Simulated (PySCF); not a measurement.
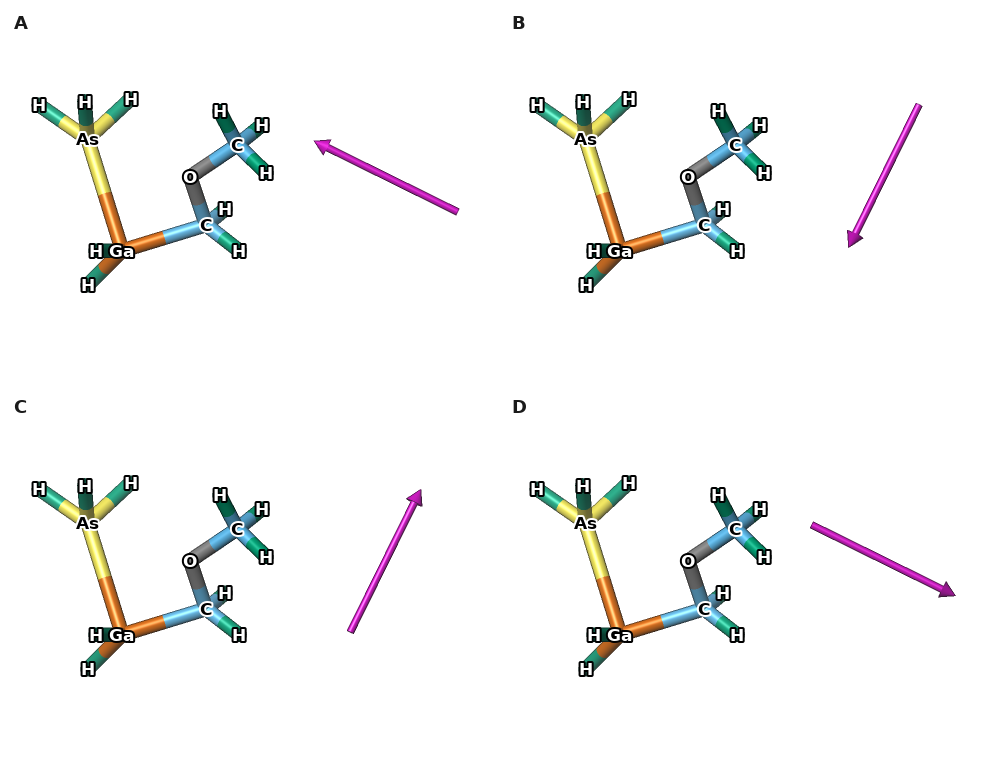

The same molecule four times, each with an arrow. The geometry was computed by an optimisation with GFN2-xTB. No frequency run is at hand to confirm it as a minimum. Level of theory: B3LYP/def2-SVPD, gas phase (PySCF 2.14.0).

Which arrow points along the dipole moment, from the negative to the positive end?

C. The dipole moment is 2.79 D.

The geometry is semi-empirical. Around As, Ga such bond lengths and angles can be off by a tenth of an ångström or more and by several degrees, and values that hang on the shape move with them.
